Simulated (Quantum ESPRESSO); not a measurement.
## The states of the two spins in VBr3

Aim: the densities of states of VBr3 in the lowest state of several starts.

Main program and level: Quantum ESPRESSO 7.5; LDA with U = 3.2 eV on V d (ortho-atomic projectors); plane waves with GBRV 1.5 LDA potentials, no spin-orbit coupling.

### 1. The starting structure

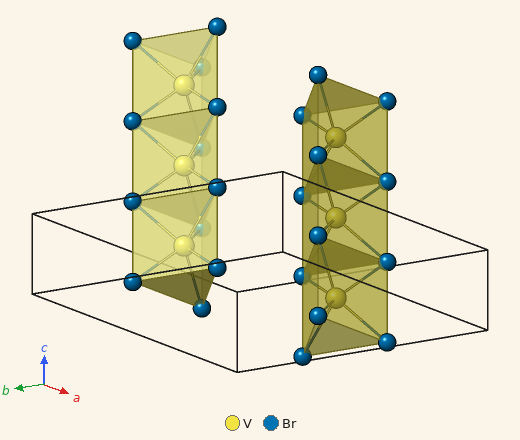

The cell as given, from a free direction (vanadium yellow, bromine blue). 1×1×3 cells are drawn. Some periodic images of atoms are drawn too.

The cell comes from Materials Project 2023-11-01, a database of computed structures, and need not be the stable phase.

### 2. The magnetic state

This state came out lowest in a comparison of starts that is told elsewhere.

pw.in

```
&CONTROL
  calculation = 'scf'
  prefix = 'pwscf'
  outdir = './tmp'
  pseudo_dir = './pseudo'
  disk_io = 'low'
/
&SYSTEM
  ibrav = 0
  celldm(1) = 8
  nat = 8
  ntyp = 2
  ecutwfc = 40
  ecutrho = 280
  nbnd = 52
  occupations = 'smearing'
  smearing = 'fd'
  degauss = 0.00367493
  nspin = 2
  starting_magnetization(1) = 0.1538
  starting_magnetization(2) = 0
/
&ELECTRONS
  conv_thr = 1.6d-08
  electron_maxstep = 150
  mixing_beta = 0.3
/
ATOMIC_SPECIES
V      50.9415 v_lda_v1.4.uspp.F.UPF
Br     79.9040 br_lda_v1.4.uspp.F.UPF
CELL_PARAMETERS alat
   2.3486186182634    0.0000000000000    0.0000000000000
  -1.1743093091435    2.0339633872145    0.0000000000000
   0.0000000000000    0.0000000000000    0.7945105464435
ATOMIC_POSITIONS crystal
V       0.6666666700    0.3333333300    0.2500000000
V       0.3333333300    0.6666666700    0.7500000000
Br      0.4419500000    0.2209750000    0.7500000000
Br      0.7790250000    0.2209750000    0.7500000000
Br      0.7790250000    0.5580500000    0.7500000000
Br      0.5580500000    0.7790250000    0.2500000000
Br      0.2209750000    0.7790250000    0.2500000000
Br      0.2209750000    0.4419500000    0.2500000000
K_POINTS automatic
6 6 6 0 0 0
HUBBARD {ortho-atomic}
U V-3d 3.2000
```

Launch:

```console
$ OMP_NUM_THREADS=1 mpirun -n 4 pw.x -nk 4 -in pw.in > pw.out
```

The log of the run:

```text
Program PWSCF v.7.5 starts

     Message from routine setup:
     using ibrav=0 with symmetry is DISCOURAGED, use correct ibrav instead

     K-points division:     npool     =       4
     Subspace diagonalization in iterative solution of the eigenvalue problem:

     bravais-lattice index     =            0
     lattice parameter (alat)  =       8.0000  a.u.
     unit-cell volume          =    1943.2347 (a.u.)^3
     number of atoms/cell      =            8
     number of atomic types    =            2
     number of electrons       =        68.00
     number of Kohn-Sham states=           52
     kinetic-energy cutoff     =      40.0000  Ry
     charge density cutoff     =     280.0000  Ry
     scf convergence threshold =      1.6E-08
     mixing beta               =       0.3000
     number of iterations used =            8  plain     mixing
     Exchange-correlation=  SLA  PZ   NOGX NOGC
                           (   1   1   0   0   0   0   0)
     Hubbard projectors: ortho-atomic
     Hubbard parameters of DFT+U (Dudarev formulation) in eV:
     U(V-3d) =  3.2000

     Internal variables: lda_plus_u =T, lda_plus_u_kind = 0

     Internal variables: orbital_resolved =F, hub_pot_fix =F, apply_U = F

     celldm(1)=   8.000000  celldm(2)=   0.000000  celldm(3)=   0.000000
     celldm(4)=   0.000000  celldm(5)=   0.000000  celldm(6)=   0.000000

     crystal axes: (cart. coord. in units of alat)
               a(1) = (   2.348619   0.000000   0.000000 )
               a(2) = (  -1.174309   2.033963   0.000000 )
               a(3) = (   0.000000   0.000000   0.794511 )

     reciprocal axes: (cart. coord. in units 2 pi/alat)
               b(1) = (  0.425782  0.245825 -0.000000 )
               b(2) = (  0.000000  0.491651  0.000000 )
               b(3) = (  0.000000 -0.000000  1.258637 )

     PseudoPot. # 1 for V  read from file:
     v_lda_v1.4.uspp.F.UPF
     Pseudo is Ultrasoft + core correction, Zval = 13.0

     PseudoPot. # 2 for Br read from file:
     br_lda_v1.4.uspp.F.UPF
     Pseudo is Ultrasoft + core correction, Zval =  7.0

     atomic species   valence    mass     pseudopotential
     V                13.00    50.94150     V ( 1.00)
     Br                7.00    79.90400     Br( 1.00)

     Starting magnetic structure
     atomic species   magnetization
     V               0.154
     Br              0.000

     24 Sym. Ops., with inversion, found (12 have fractional translation)

   Cartesian axes

     site n.     atom                  positions (alat units)
         1        V      tau(   1) = (   1.1743093   0.6779878   0.1986276  )
         2        V      tau(   2) = (  -0.0000000   1.3559756   0.5958829  )
         3        Br     tau(   3) = (   0.7784790   0.4494551   0.5958829  )
         4        Br     tau(   4) = (   1.5701396   0.4494551   0.5958829  )
         5        Br     tau(   5) = (   1.1743093   1.1350533   0.5958829  )
         6        Br     tau(   6) = (   0.3958303   1.5845083   0.1986276  )
         7        Br     tau(   7) = (  -0.3958303   1.5845083   0.1986276  )
         8        Br     tau(   8) = (  -0.0000000   0.8989101   0.1986276  )

     number of k points=    28  Fermi-Dirac smearing, width (Ry)=  0.0037
                       cart. coord. in units 2pi/alat
        k(    1) = (   0.0000000   0.0000000   0.0000000), wk =   0.0046296
        k(    2) = (   0.0000000   0.0000000   0.2097728), wk =   0.0092593
        k(    3) = (   0.0000000   0.0000000   0.4195455), wk =   0.0092593
        k(    4) = (   0.0000000   0.0000000  -0.6293183), wk =   0.0046296
        k(    5) = (   0.0000000   0.0819418   0.0000000), wk =   0.0277778
        [... 23 further k-points ...]

     Dense  grid:   153717 G-vectors     FFT dimensions: ( 108, 108,  36)

     Smooth grid:    66433 G-vectors     FFT dimensions: (  75,  75,  30)

     Generating pointlists ...
     new r_m :   0.2498 (alat units)  1.9984 (a.u.) for type    1
     new r_m :   0.2498 (alat units)  1.9984 (a.u.) for type    2

     Initial potential from superposition of free atoms

     starting charge      67.9978, renormalised to      68.0000

     negative rho (up, down):  8.294E-04 6.063E-04

     STARTING HUBBARD OCCUPATIONS:

     =================== HUBBARD OCCUPATIONS ===================
     ------------------------ ATOM    1 ------------------------
     Tr[ns(  1)] (up, down, total) =   3.00000  0.00000  3.00000
     Atomic magnetic moment for atom   1 =   3.00000
     [... lines left out ...]
     ------------------------ ATOM    2 ------------------------
     Tr[ns(  2)] (up, down, total) =   3.00000  0.00000  3.00000
     Atomic magnetic moment for atom   2 =   3.00000
     [... lines left out ...]
     Number of occupied Hubbard levels =    6.0000

     Atomic wfc used for Hubbard projectors are orthogonalized

     Starting wfcs are   44 randomized atomic wfcs +    8 random wfcs

     Self-consistent Calculation

     iteration #  1     ecut=    40.00 Ry     beta= 0.30
     Davidson diagonalization with overlap
     ethr =  1.00E-02,  avg # of iterations =  6.2

     =================== HUBBARD OCCUPATIONS ===================
     ------------------------ ATOM    1 ------------------------
     Tr[ns(  1)] (up, down, total) =   3.03753  0.53399  3.57152
     Atomic magnetic moment for atom   1 =   2.50354
     [... lines left out ...]
     ------------------------ ATOM    2 ------------------------
     Tr[ns(  2)] (up, down, total) =   3.03753  0.53399  3.57152
     Atomic magnetic moment for atom   2 =   2.50354
     [... lines left out ...]
     Number of occupied Hubbard levels =    7.1430

     Threshold (ethr) on eigenvalues was too large:
     Diagonalizing with lowered threshold

     Davidson diagonalization with overlap
     ethr =  1.54E-04,  avg # of iterations =  5.9

     negative rho (up, down):  4.436E-04 1.029E-03

     total energy              =    -569.50015195 Ry
     estimated scf accuracy    <       0.11123830 Ry

     total magnetization       =     4.00 Bohr mag/cell
     absolute magnetization    =     5.88 Bohr mag/cell

     iteration #  2     ecut=    40.00 Ry     beta= 0.30
     Davidson diagonalization with overlap
     ethr =  1.64E-04,  avg # of iterations =  1.9

     negative rho (up, down):  9.063E-05 1.421E-03

     total energy              =    -569.52040367 Ry
     estimated scf accuracy    <       0.04158397 Ry

     total magnetization       =     4.00 Bohr mag/cell
     absolute magnetization    =     5.47 Bohr mag/cell

     [... further iterations left out ...]

     iteration # 10     ecut=    40.00 Ry     beta= 0.30
     Davidson diagonalization with overlap
     ethr =  3.51E-10,  avg # of iterations =  2.0

     negative rho (up, down):  0.000E+00 2.287E-03

     total energy              =    -569.53106894 Ry
     estimated scf accuracy    <       0.00000016 Ry

     total magnetization       =     4.00 Bohr mag/cell
     absolute magnetization    =     5.74 Bohr mag/cell

     iteration # 11     ecut=    40.00 Ry     beta= 0.30
     Davidson diagonalization with overlap
     ethr =  2.40E-10,  avg # of iterations =  2.2

     negative rho (up, down):  0.000E+00 2.286E-03

     Magnetic moment per site  (integrated on atomic sphere of radius R)
     atom   1 (R=0.250)  charge= 10.9731  magn=  2.0811
     atom   2 (R=0.250)  charge= 10.9731  magn=  2.0811
     atom   3 (R=0.250)  charge=  4.8844  magn= -0.1117
     atom   4 (R=0.250)  charge=  4.8844  magn= -0.1117
     atom   5 (R=0.250)  charge=  4.8844  magn= -0.1117
     atom   6 (R=0.250)  charge=  4.8844  magn= -0.1117
     atom   7 (R=0.250)  charge=  4.8844  magn= -0.1117
     atom   8 (R=0.250)  charge=  4.8844  magn= -0.1117

     End of self-consistent calculation

     =================== HUBBARD OCCUPATIONS ===================
     ------------------------ ATOM    1 ------------------------
     Tr[ns(  1)] (up, down, total) =   3.00312  0.58067  3.58380
     Atomic magnetic moment for atom   1 =   2.42245
     [... lines left out ...]
     ------------------------ ATOM    2 ------------------------
     Tr[ns(  2)] (up, down, total) =   3.00312  0.58067  3.58380
     Atomic magnetic moment for atom   2 =   2.42245
     [... lines left out ...]
     Number of occupied Hubbard levels =    7.1676

     [... lines left out ...]
     the Fermi energy is     1.7794 ev

!    total energy              =    -569.53106899 Ry
     estimated scf accuracy    <       0.00000001 Ry
     smearing contrib. (-TS)   =      -0.00336287 Ry
     internal energy E=F+TS    =    -569.52770613 Ry

     The total energy is F=E-TS. E is the sum of the following terms:
     one-electron contribution =    -437.03131999 Ry
     hartree contribution      =     233.19815333 Ry
     xc contribution           =    -193.65346319 Ry
     ewald contribution        =    -172.35967052 Ry
     Hubbard energy            =       0.31859424 Ry

     total magnetization       =     4.00 Bohr mag/cell
     absolute magnetization    =     5.74 Bohr mag/cell

     convergence has been achieved in  11 iterations

=------------------------------------------------------------------------------=
   JOB DONE.
=------------------------------------------------------------------------------=
```

The job ended after 2.5 min (4 MPI ranks of Arm Neoverse V2, shared host; peak memory 1.5 GiB; 10 min of CPU time).

Spin moment in the atom's sphere by atom:

| atom | spin moment in the atom's sphere (μB) |
| --- | --- |
| V1 | 2.08 |
| V2 | 2.08 |
| Br3 | -0.11 |
| Br4 | -0.11 |
| Br5 | -0.11 |
| Br6 | -0.11 |
| Br7 | -0.11 |
| Br8 | -0.11 |

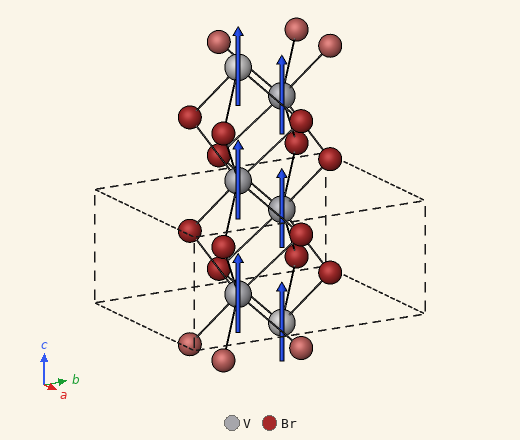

Spin moment in the atom's sphere as arrows, the longest 2.08 μB. Up and down stand for the sign. Arrows give size and sign along the axis of quantisation, drawn up and down the page. 1×1×2 cells are drawn. Some periodic images of atoms are drawn too.

Numbers from this step:

* smearing term TS: 0.04575 eV
* magnetization: 4 μB
* absolute magnetization: 5.735 μB
* final state: ferromagnetic

(Continued in part 2 of 2.)

[Logs and program files are shortened in this print: banners, set-up blocks, solver, clock and traceback lines can be left out without a mark of their own.]

[Logs are printed without paths, hosts, clocks, repeated set-up lines and the standing remarks that a program may print on its own settings, such as how far it seeks lower states.]

[Hosts, paths, dates, database ids (printed as entryN), source tags and the programs' standing remarks are cut or masked in the printed files.]

[Where a cell is said to come from a database of computed structures, the database is the Materials Project.]
